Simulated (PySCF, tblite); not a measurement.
# C4H7FN radical: geometry, infrared bands and EPR parameters

Wanted: the infrared bands and EPR parameters of C4H7FN radical (`NC[C@@H]1[CH][C@@H]1F`), by calculation.

Computed with tblite 0.8.0 and PySCF 2.14.0, with density-fitted response routines of our own, on a single molecule in the gas phase. Atoms are numbered from 0 throughout.

## Step 1: Starting geometry

13 atoms, charge 0, multiplicity 2; geometry from: force field or distance geometry start.

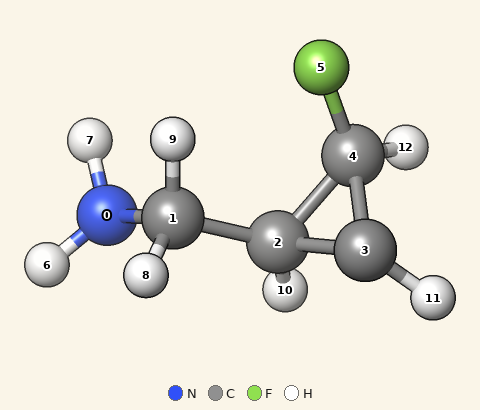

The starting geometry (nitrogen blue, carbon grey, fluorine green, hydrogen white), atoms numbered.

## Step 2: Relaxing the molecule with GFN2-xTB

What the job is given:

```
{"job": {"kind": "relax", "xc": "GFN2-xTB", "basis": "xTB"}, "charge": 0, "multiplicity": 2}
N      1.881900    -0.393900     0.357800
C      0.878300     0.284000    -0.472500
C     -0.409200    -0.449700    -0.185700
C     -1.670700     0.020900    -0.908900
C     -1.429500     0.362800     0.565800
F     -1.125800     1.675400     0.854400
H      2.676000    -0.769000    -0.167000
H      2.120800     0.148800     1.223700
H      1.156200     0.243500    -1.535200
H      0.802100     1.319800    -0.084100
H     -0.374000    -1.528100     0.070700
H     -2.503600    -0.696400    -1.076000
H     -2.006800    -0.217800     1.339100
```

Command:

```bash
$ OMP_NUM_THREADS=1 python probes_run.py task.json out
```

This one command runs all jobs of the session in turn.

What it wrote:

```text
step      E/eV     max force
  0    -533.89042    3.079
  1    -534.17761    1.367
  2    -534.29580    0.731
  3    -534.33030    0.670
  4    -534.40315    0.556
  5    -534.42496    0.446
  6    -534.44352    0.267
  7    -534.45013    0.246
  8    -534.45903    0.234
  9    -534.46535    0.254
 10    -534.47120    0.218
 11    -534.47609    0.211
 12    -534.48085    0.159
 13    -534.48499    0.151
 14    -534.48885    0.206
 15    -534.49326    0.279
 16    -534.49843    0.241
 17    -534.50383    0.230
 18    -534.50910    0.197
 19    -534.51379    0.215
 20    -534.51743    0.213
 21    -534.52015    0.151
 22    -534.52251    0.155
 23    -534.52492    0.133
 24    -534.52670    0.140
 25    -534.52808    0.104
 26    -534.52902    0.072
 27    -534.53047    0.095
 28    -534.53156    0.126
 29    -534.53309    0.111
 30    -534.53440    0.111
 31    -534.53625    0.119
 32    -534.53892    0.156
 33    -534.54249    0.160
 34    -534.54549    0.134
 35    -534.54746    0.152
 36    -534.54923    0.228
 37    -534.55231    0.172
 38    -534.55774    0.190
 39    -534.56159    0.241
 40    -534.56566    0.198
 41    -534.56919    0.158
 42    -534.57188    0.099
 43    -534.57051    0.353
 44    -534.57398    0.070
 45    -534.57461    0.065
 46    -534.57633    0.109
 47    -534.57696    0.078
 48    -534.57788    0.060
 49    -534.57841    0.070
 50    -534.57884    0.077
 51    -534.57937    0.062
 52    -534.57983    0.063
 53    -534.58017    0.050
 54    -534.58051    0.060
 55    -534.58088    0.054
 56    -534.58133    0.052
 57    -534.58166    0.053
 58    -534.58191    0.037
 59    -534.58217    0.043
 60    -534.58245    0.045
 61    -534.58270    0.042
 62    -534.58290    0.040
 63    -534.58306    0.029
 64    -534.58321    0.035
 65    -534.58339    0.043
 66    -534.58367    0.062
 67    -534.58409    0.077
 68    -534.58471    0.091
 69    -534.58558    0.110
 70    -534.58663    0.107
 71    -534.58767    0.079
 72    -534.58863    0.089
 73    -534.58958    0.099
 74    -534.59051    0.098
 75    -534.59143    0.073
 76    -534.59213    0.135
 77    -534.59245    0.078
 78    -534.59301    0.030
 79    -534.59310    0.025
 80    -534.59314    0.012
 81    -534.59316    0.009
```

Wall time 0.33 s (1 thread of Arm Neoverse V1, shared host).

Relaxation path: (not every step is listed)

```tsv
step	energy from step 0 (eV)	largest force (eV/Å)
0	0.0000	3.0791
1	-0.2872	1.3675
2	-0.4054	0.7313
3	-0.4399	0.6700
4	-0.5127	0.5561
5	-0.5345	0.4458
6	-0.5531	0.2670
7	-0.5597	0.2462
8	-0.5686	0.2341
14	-0.5984	0.2064
20	-0.6270	0.2132
26	-0.6386	0.0721
32	-0.6485	0.1559
38	-0.6673	0.1898
44	-0.6836	0.0698
50	-0.6884	0.0770
56	-0.6909	0.0522
62	-0.6925	0.0400
68	-0.6943	0.0905
74	-0.7001	0.0978
76	-0.7017	0.1350
77	-0.7020	0.0781
78	-0.7026	0.0301
79	-0.7027	0.0248
80	-0.7027	0.0121
81	-0.7027	0.0088
```

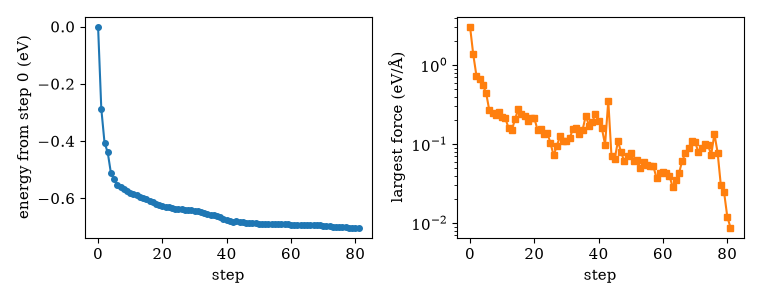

Energy and largest force along the relaxation.

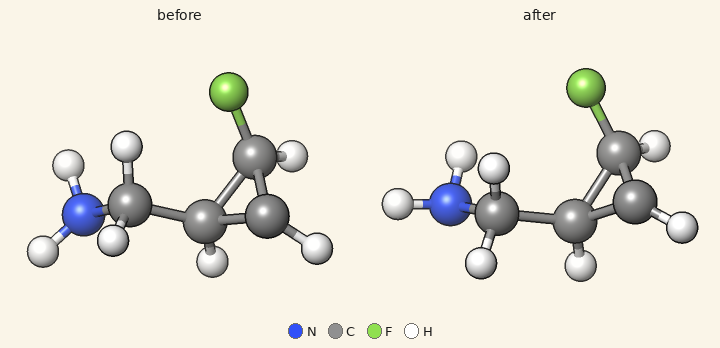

The geometry before (left) and after (right).

Close pairs (by a distance rule), those that changed most:

```tsv
bond	before (Å)	after (Å)	change (Å)
C3–C4	1.533	1.456	-0.077
C2–C3	1.528	1.458	-0.070
C3–H11	1.112	1.065	-0.047
C4–H12	1.126	1.088	-0.038
N0–H7	1.049	1.015	-0.034
C2–H10	1.109	1.088	-0.021
C1–C2	1.509	1.525	+0.016
N0–C1	1.468	1.453	-0.015
```

The next job starts from the end point, and lists it.

## Step 3: Infrared spectrum with GFN2-xTB

What the job is given:

```
{"job": {"kind": "ir", "xc": "GFN2-xTB", "basis": "xTB"}, "charge": 0, "multiplicity": 2}
N      1.874235    -0.310676     0.410214
C      0.905538     0.071147    -0.603087
C     -0.451775    -0.520497    -0.237267
C     -1.689068     0.092056    -0.706780
C     -1.351782     0.261940     0.699485
F     -0.901312     1.483607     1.143632
H      2.803307    -0.004643     0.144510
H      1.641940     0.135772     1.291766
H      1.226768    -0.353651    -1.558806
H      0.796183     1.159617    -0.725432
H     -0.393378    -1.600976    -0.120347
H     -2.548134    -0.208697    -1.258967
H     -1.916911    -0.204513     1.503349
```

What it wrote:

```text
mode    cm-1     km/mol
  1      61.9      3.47
  2     174.2     16.23
  3     238.4     36.73
  4     258.7     48.43
  5     348.9      9.39
  6     394.7      3.85
  7     526.6      8.81
  8     557.6     17.91
  9     801.9      4.75
 10     823.2     28.19
 11     892.0     65.63
 12     935.7    103.35
 13     980.0     29.97
 14    1002.6     30.81
 15    1041.1      2.39
 16    1074.9     30.71
 17    1113.1      4.70
 18    1133.6     44.63
 19    1136.4     23.93
 20    1198.2     15.11
 21    1242.5      4.64
 22    1270.9     19.27
 23    1345.0     22.43
 24    1417.3     35.23
 25    1473.2      0.92
 26    1558.5     27.70
 27    2855.1     53.39
 28    2954.0     37.17
 29    2961.1     22.54
 30    2970.9     40.40
 31    3198.0     13.52
 32    3390.7      5.89
 33    3423.7     10.48
```

Run time: 0.24 s. Hardware: 1 thread of Arm Neoverse V1, shared host.

The strongest bands and the atoms that carry them (share of the mass-weighted mode):

```tsv
cm⁻¹	km/mol	atoms
238	36.7	C2 15 %, C1 12 %, H6 12 %, F5 12 %
259	48.4	H6 41 %, H7 36 %
892	65.6	H7 28 %, H8 21 %, H9 16 %
936	103.3	H6 26 %, H7 15 %, H11 13 %, N0 11 %
1134	44.6	C4 26 %, C2 22 %, C3 19 %
2855	53.4	H9 92 %
2954	37.2	H8 90 %
2971	40.4	H12 86 %
```

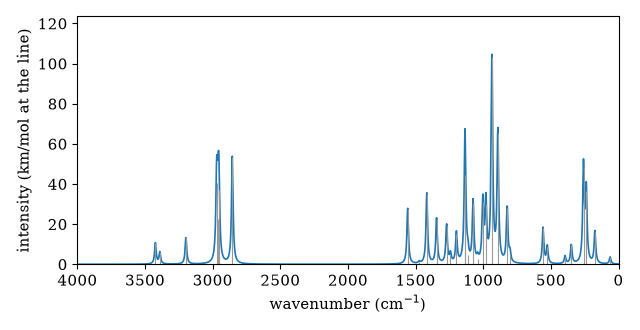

The infrared spectrum from these modes, unscaled. Lines are broadened to a width of 14 cm⁻¹ (Lorentzian).

## Step 4: g tensor and hyperfine couplings: B3LYP/pcH-1

The job, as its differences from that of step 3:

```diff
@@ -1,2 +1,2 @@
-{"job": {"kind": "ir", "xc": "GFN2-xTB", "basis": "xTB"}, "charge": 0, "multiplicity": 2}
+{"job": {"kind": "epr", "basis": "pcH-1"}, "charge": 0, "multiplicity": 2}
 N      1.874235    -0.310676     0.410214
```

Level: UKS B3LYP, pcH-1 on C F H N, non-relativistic, mean-field spin-orbit, GIAO.

What it wrote:

```text
UKS, coarse grid
  cycle   1  E = -311.06462420  |g| = 4.15e-01
  cycle   2  E = -311.01475554  |g| = 5.94e-01
  cycle   3  E = -311.12958089  |g| = 5.25e-02
  cycle   4  E = -311.13039170  |g| = 3.11e-02
  cycle   5  E = -311.13082099  |g| = 6.85e-03
  cycle   6  E = -311.13084400  |g| = 3.35e-03
  cycle   7  E = -311.13084999  |g| = 9.96e-04
UKS, final grid
  cycle   1  E = -311.13084769  |g| = 1.09e-03
  cycle   2  E = -311.13084740  |g| = 1.44e-03
  cycle   3  E = -311.13084827  |g| = 1.32e-04
  cycle   4  E = -311.13084829  |g| = 7.44e-05
  cycle   5  E = -311.13084829  |g| = 1.88e-05
E = -311.13084829 Eh   <S^2> = 0.7535 (exact 0.7500)
g shifts (ppm)      1          2          3
  rmc          -151       -151       -151
  gc             33         23         27
  oz_so        -175        280        940
  total        -294        152        816
hyperfine (MHz)  atom isotope    a_iso     a_fc   dipolar eigenvalues
    0   14N      -1.32      -1.32     -0.27     -0.21      0.48
    1   13C      61.16      61.16     -5.77     -5.29     11.06
    2   13C     -24.52     -24.52     -4.66      0.43      4.23
    3   13C     221.18     221.18    -76.76    -72.46    149.22
    4   13C     -21.07     -21.07     -6.41     -1.40      7.80
    5   19F     145.10     145.10    -56.98    -49.17    106.14
    6    1H       1.78       1.78     -1.27     -0.68      1.95
    7    1H       0.56       0.56     -1.56     -1.20      2.76
    8    1H      -0.25      -0.25     -3.66     -1.99      5.65
    9    1H      -3.75      -3.75     -5.94     -1.71      7.65
   10    1H      86.59      86.59     -4.77     -2.29      7.06
   11    1H     -30.58     -30.58    -34.82     -3.17     37.99
   12    1H      28.54      28.54     -5.63     -1.87      7.50
```

Wall time 32 s (1 thread of Arm Neoverse V1, shared host); peak memory 0.85 GiB.

Principal g values 2.00203, 2.00247, 2.00313; g(iso) = 2.00254, against 2.00232 for a free electron.

Hyperfine couplings; where a row names several nuclei, a(iso) is their mean (it holds for fast rotation or exchange) and the dipolar term the largest among them:

```tsv
nuclei	isotope	a(iso) (MHz)	a(iso) (G, at g = 2.0023)	largest dipolar term (MHz)
C3	13C	221.2	78.9	149.2
F5	19F	145.1	51.8	106.1
H10	1H	86.6	30.9	7.1
C1	13C	61.2	21.8	11.1
H11	1H	-30.6	-10.9	38.0
H12	1H	28.5	10.2	7.5
C2	13C	-24.5	-8.7	-4.7
C4	13C	-21.1	-7.5	7.8
H9	1H	-3.7	-1.3	7.6
N0	14N	-1.3	-0.5	0.5
H6, H7	1H	1.2	0.4	2.8
H8	1H	-0.2	-0.1	5.6
```

Mulliken spin populations:

N0 0.00; C1 0.04; C2 -0.06; C3 0.97; C4 -0.01; F5 0.02; H6 0.00; H7 0.00; H8 0.00; H9 0.00; H10 0.04; H11 -0.02; H12 0.01

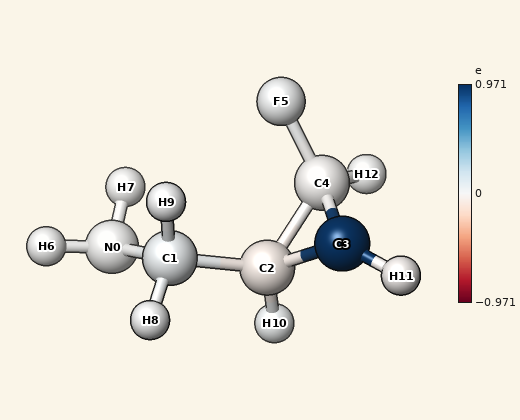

Mulliken spin populations, as colours on the atoms.

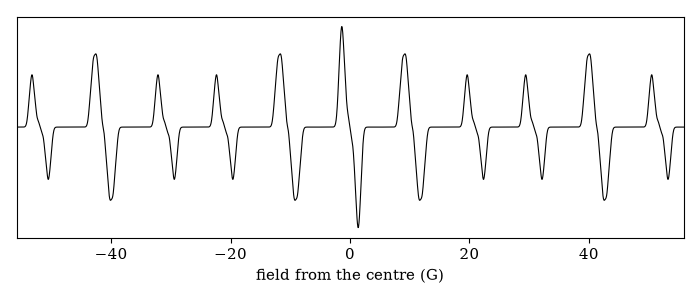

First-order isotropic spectrum (first derivative, main isotopes with spin only, couplings over 0.8 MHz, Gaussian width 0.3 G; couplings of the frozen geometry, rotation of groups not averaged beyond the rows shown).

The fields below are evaluated on a grid from the run's orbitals.

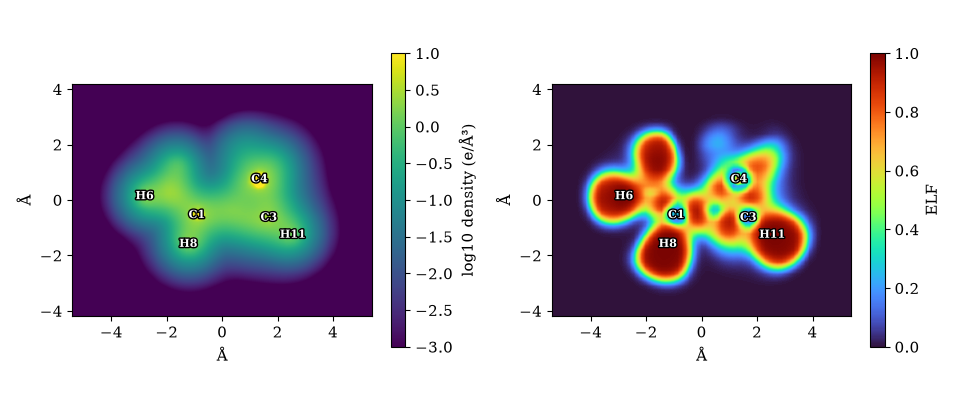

Density (left) and ELF (right) in a plane through or near 6 of the atoms.

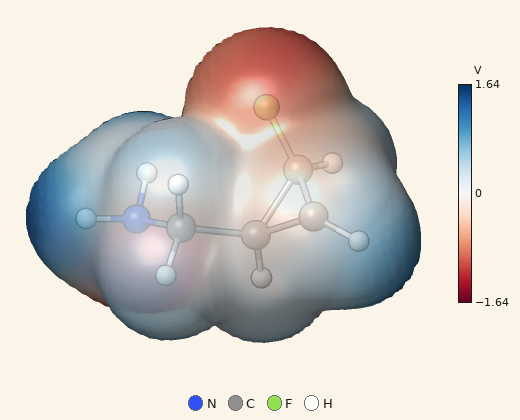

The potential that a unit positive charge feels on the 0.002 e/bohr³ surface, from -1.64 V near N0 to 1.29 V near H6.

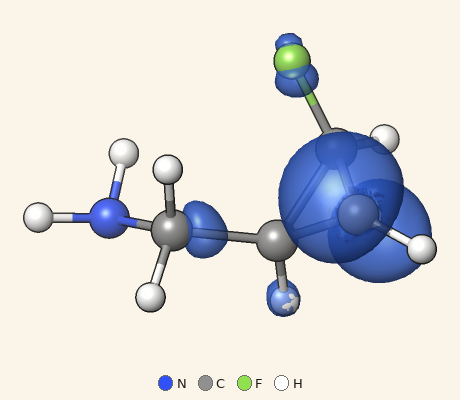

Spin density at ±0.05 e/Å³ (alpha excess blue, beta excess red).

## Step 5: What came out

| quantity | value |
| --- | --- |
| strongest single infrared mode (GFN2-xTB) | 936 cm⁻¹, 103 km/mol |
| zero-point energy (GFN2-xTB) | 64.0 kcal/mol |
| g(iso) (B3LYP) | 2.00254 |
| ⟨S²⟩ | 0.754 (exact 0.75) |
| largest a(iso) (averaged by class) | 13C on C3, 221.2 MHz |
| potential on the surface of density 0.002 e/bohr³, 1st and 99th percentile | -1.64 V and 1.29 V |

Over 81 steps the energy fell by 0.703 eV; of the close pairs, C3–C4 changed most, 1.533 to 1.456 Å. All 33 modes are real, so the xTB geometry is a minimum. The strongest single mode, at 936 cm⁻¹, has its largest shares on H6, H7, H11 and N0 (the list is cut at 4 atoms). GFN2-xTB is a fitted tight-binding method: band positions and strengths are rough. Its intensities can rank the bands wrongly. C3 carries the largest spin population, 0.97 e. The isotropic g lies 0.2 ppt above the free-electron value. The conformer search found further structures of the same energy, which may be mirror or relabelled copies of this one.
